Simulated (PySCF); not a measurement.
# NMR shielding calculation, with input and output: SiH4O4

System: SiH4O4, SMILES O[Si](O)(O)O.
Method: GIAO PBE0/pcSseg-2 NMR shielding, non-relativistic, gas phase (PySCF 2.14.0).

The geometry comes from this level: PBE0-D3(BJ)/def2-SVP. Figures and captions count atoms from 1; the log counts them from 0 in places.

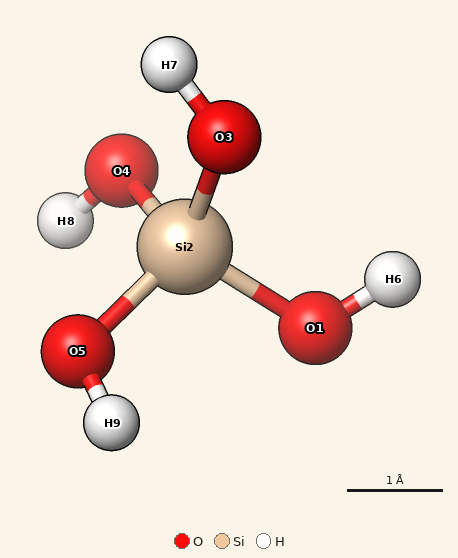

The structure (ball-and-stick view, seen at a tilt; atoms are numbered from 1 in the order of the input).

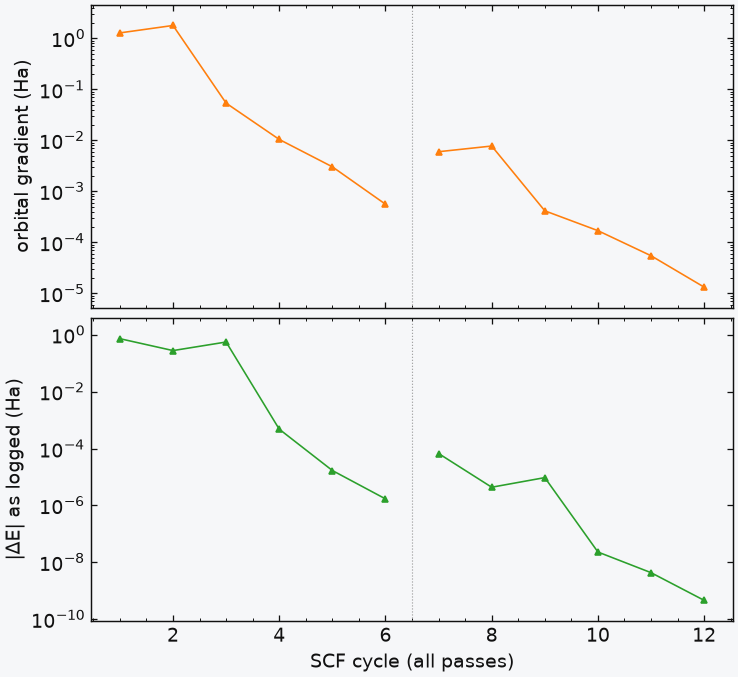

Convergence of the self-consistent field: orbital gradient and size of the energy change against the SCF cycle. The dotted line marks the change from a coarse to the final integration grid. The first 6 cycles use a coarse grid, the final grid takes over at cycle 7, and the field converges after 12 cycles in all.

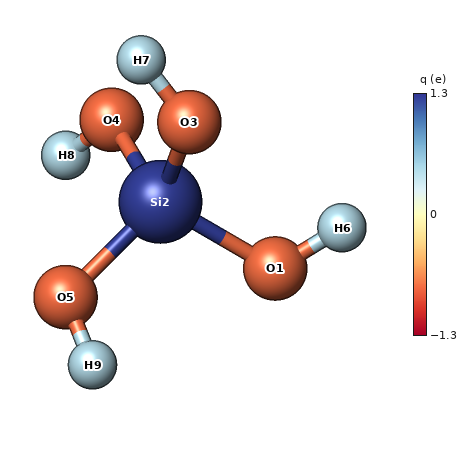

ESP-fitted charges, as the colour of each atom (ball-and-stick view, seen at a tilt; atoms are numbered from 1 in the order of the input). By element: O −0.78 to −0.77, Si +1.25 and H +0.46 e.

The input that produced these results follows, with the program's output.

### Input
```
{"job": {"kind": "nmr", "xc": "PBE0", "basis": "pcSseg-2"}, "charge": 0, "multiplicity": 1}
O      0.320790     0.619881    -1.507109
Si     0.004844    -0.000007    -0.012435
O      0.473860    -1.579362    -0.062397
O      0.816949     0.682690     1.248438
O     -1.595551     0.277879     0.269401
H      1.091542     0.245833    -1.944649
H      0.662905    -1.976791     0.792396
H      0.407369     1.470690     1.617121
H     -2.153452     0.253975    -0.513908
```

The first line tells a small driver script what to run in PySCF; the rest is the geometry in Å.

Launch command:
```bash
OMP_NUM_THREADS=1 python <driver script> task.json out
```

### The program's output
```
coarse grid: 8448 points
cycle   1  E = -592.4638631050  dE =  7.316e-01  |g| = 1.287e+00  |ddm| = 2.246e+00
cycle   2  E = -592.1843242010  dE =  2.795e-01  |g| = 1.800e+00  |ddm| = 1.425e+00
cycle   3  E = -592.7431815777  dE = -5.589e-01  |g| = 5.377e-02  |ddm| = 8.906e-01
cycle   4  E = -592.7436634507  dE = -4.819e-04  |g| = 1.043e-02  |ddm| = 2.638e-02
cycle   5  E = -592.7436804250  dE = -1.697e-05  |g| = 3.027e-03  |ddm| = 8.689e-03
cycle   6  E = -592.7436821316  dE = -1.707e-06  |g| = 5.584e-04  |ddm| = 2.368e-03
final grid: 78248 points
cycle   7  E = -592.7330332590  dE = -6.720e-05  |g| = 5.987e-03  |ddm| = 1.541e-02
cycle   8  E = -592.7330288747  dE =  4.384e-06  |g| = 7.744e-03  |ddm| = 5.870e-03
cycle   9  E = -592.7330384217  dE = -9.547e-06  |g| = 4.142e-04  |ddm| = 3.435e-03
cycle  10  E = -592.7330384448  dE = -2.312e-08  |g| = 1.690e-04  |ddm| = 2.388e-04
cycle  11  E = -592.7330384492  dE = -4.343e-09  |g| = 5.437e-05  |ddm| = 1.053e-04
cycle  12  E = -592.7330384496  dE = -4.620e-10  |g| = 1.316e-05  |ddm| = 2.946e-05
converged SCF energy = -592.7330384496

GIAO shielding tensors (ppm)
atom      isotropic    diamagn.    paramagn.     s11        s22        s33       span
  0 O      279.930     386.733    -106.803    254.348    258.800    326.642     72.294
  1 Si     405.215     874.837    -469.621    396.363    396.662    422.621     26.258
  2 O      280.018     386.795    -106.777    254.449    258.866    326.738     72.289
  3 O      279.978     386.804    -106.826    254.464    258.718    326.751     72.287
  4 O      279.805     386.807    -107.003    254.363    258.477    326.574     72.211
  5 H       29.505      31.135      -1.631     21.610     24.304     42.600     20.989
  6 H       29.505      31.192      -1.687     21.619     24.255     42.643     21.024
  7 H       29.497      31.183      -1.685     21.602     24.285     42.605     21.003
  8 H       29.502      31.155      -1.652     21.610     24.310     42.587     20.977
```

### Results in brief

- outcome: converged
- total energy: −592.733038 hartree
- HOMO: −9.24 eV
- LUMO: −0.06 eV
- dipole moment: 0.02 D
- isotropic shielding, O: 279.8 to 280.0 ppm
- isotropic shielding, Si: 405.2 ppm
- isotropic shielding, H: 29.5 ppm
- hardware: 1 CPU thread, shared host
- wall time: 39 s
- peak memory: 0.96 GiB
